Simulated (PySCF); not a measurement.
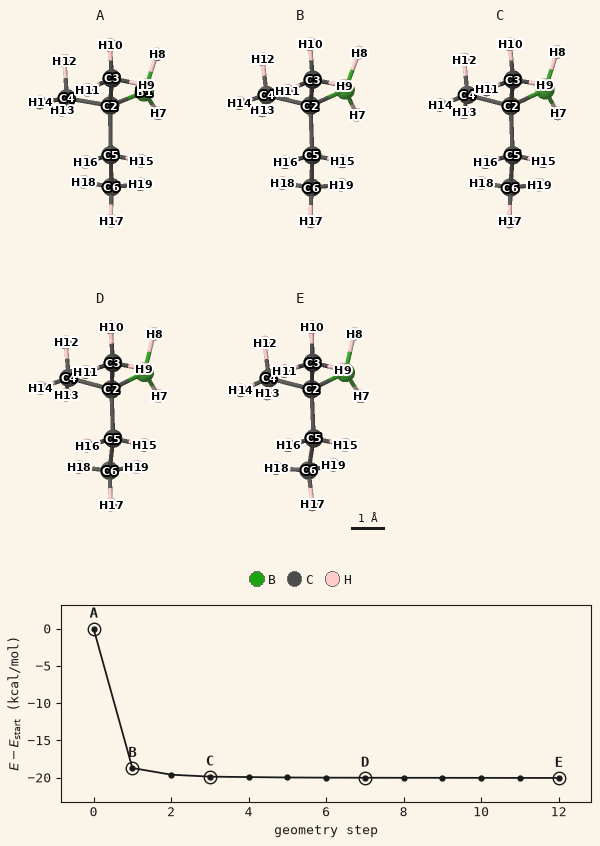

Frames of a relaxation of C5H13B, marked on the history of the run. A ball-and-stick model, seen from a free direction.

The start comes from GFN2-xTB. Its atoms were then displaced at random by about 0.03 Å.

All numbers below come from PBE0-D3(BJ)/def2-SVP geometry optimisation, gas phase (PySCF 2.14.0, density-fitted response routines). 

What happens along the run?

Answer. H18 moves most after the best rigid fit: 0.31 Å. Largest moves by element: H 0.31 Å, C 0.12 Å, B 0.08 Å. Among the contacts that change: C3–H9 1.188 → 1.102 Å, C5–H16 1.026 → 1.107 Å, C3–H10 1.032 → 1.101 Å, C4–H12 1.164 → 1.101 Å. Bond angles that change, for instance: H13–C4–H14 116.2° → 107.1°, H12–C4–H14 99.6° → 107.5°, H12–C4–H13 100.7° → 107.9°. Over 12 geometry steps the energy falls by 20.0 kcal/mol. The run took 2.1 min on 1 thread of Arm Neoverse V1, with other jobs on the host. From step 0 to 1: C4 moves most (0.10 Å), energy −18.7 kcal/mol. From step 1 to 3: H13 moves most (0.08 Å), energy −1.16 kcal/mol. From step 3 to 7: H8 moves most (0.11 Å), energy −0.15 kcal/mol. From step 7 to 12: H19 moves most (0.13 Å), energy −0.03 kcal/mol.

```
step  E − E(0), kcal/mol
   0                0.00
   1              -18.71
   2              -19.61
   3              -19.87
   4              -19.93
   5              -19.98
   6              -20.01
   7              -20.02
   8              -20.03
   9              -20.03
  10              -20.03
  11              -20.04
  12              -20.04
```
